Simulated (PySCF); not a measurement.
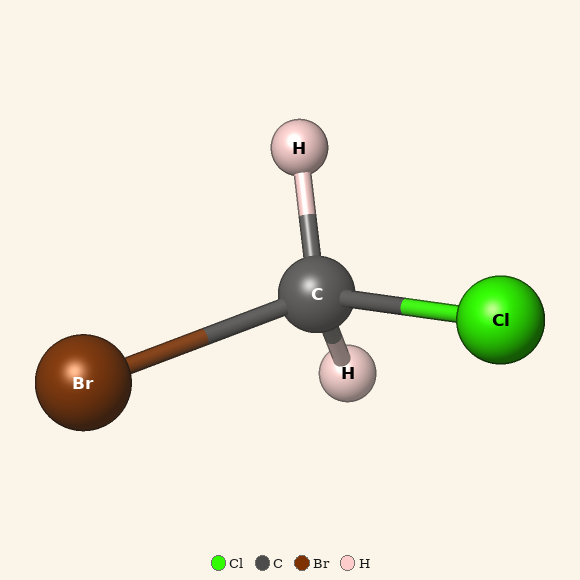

Depth is shown by fading: the farther an atom, the more it takes the colour of the background. Computed geometry: PBE0-D3(BJ)/def2-SVP optimisation. No frequency run is at hand to confirm it as a minimum.

List the symmetry elements and name the point group.

Answer. It has 1 mirror plane, so the point group is Cs. The group has 2 operations. The geometry is achiral, and symmetry allows a dipole moment.
